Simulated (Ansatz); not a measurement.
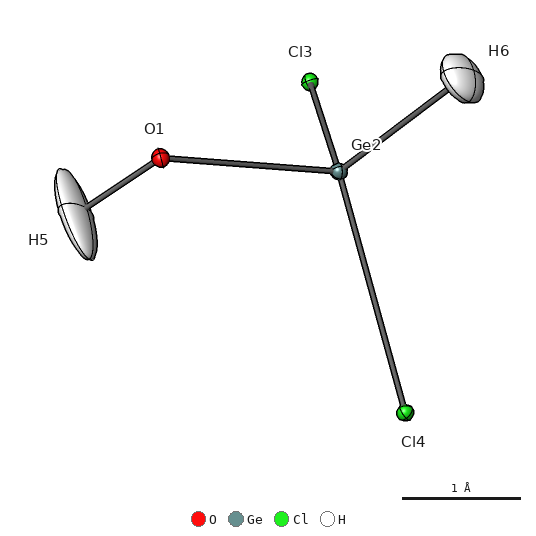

Displacement ellipsoids at the 50 % level, from the internal vibrations of the free molecule (harmonic, no overall translation or rotation; no half-axis is drawn under 0.075 Å). Vibrations computed with RKS PBE0-D4/def2-TZVP (Ansatz 0.2.0). Temperature: 0 K (zero-point motion alone).

Question. Which atom moves most?

Answer. H5, with U_eq = 0.0392 Å².

Question. Does H5 move more along its bond or across it?

Answer. Across it: the root-mean-square amplitude is 0.074 Å along the bond and up to 0.300 Å across, since bending and torsion are softer than stretching.

Give the displacement parameters, one line for each set of equivalent atoms.

```
    atom  U_eq (Å²)   rms amplitudes (Å)
      O1     0.0023  0.032, 0.048, 0.059
     Ge2    0.00038  0.018, 0.018, 0.023
Cl3, Cl4    0.00085  0.017, 0.029, 0.037
      H5     0.0392  0.072, 0.149, 0.300
      H6     0.0183  0.088, 0.152, 0.155
```
